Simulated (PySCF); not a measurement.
Molecule: C3H12InN, singlet. Atoms near the plane z = 0.0 Å, at the GFN2-xTB optimised geometry (x, y, z in Å): In1 (-0.2, 0.1, 0.0), C2 (-1.4, 2.0, 0.0), H3 (-0.9, 2.7, -0.7), H4 (-1.4, 2.4, 1.0), H5 (-2.4, 1.8, -0.3), C6 (2.0, 0.1, 0.0), H7 (2.4, 0.9, -0.6), H8 (2.4, -0.9, -0.5), H9 (2.4, 0.1, 1.0), C10 (-1.3, -1.8, 0.5), H12 (-0.8, -2.7, 0.2), H13 (-2.3, -1.8, 0.0).

Method: PySCF with PBE0/def2-SVP, def2 effective core potentials past Kr. The core electrons that the potentials of In replace are not part of the density. Cells within 0.4 Å of a nucleus heavier than hydrogen are left out (blank, or x). The values are rescaled to run from 0 to 1.

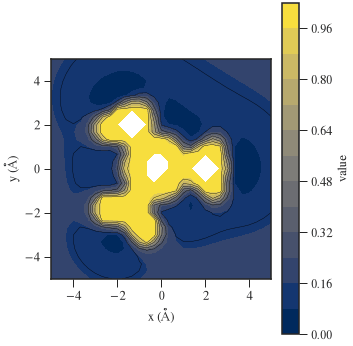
Fig. 1. a field on the plane z = 0.0 Å.

Task: Which quantity is mapped?
A) log10 of the electron density
B) electron localisation function
C) Laplacian of the electron density
D) electrostatic potential

Result: D, electrostatic potential. In full: electrostatic potential (hartree/e), clipped to [-0.08, 0.12].
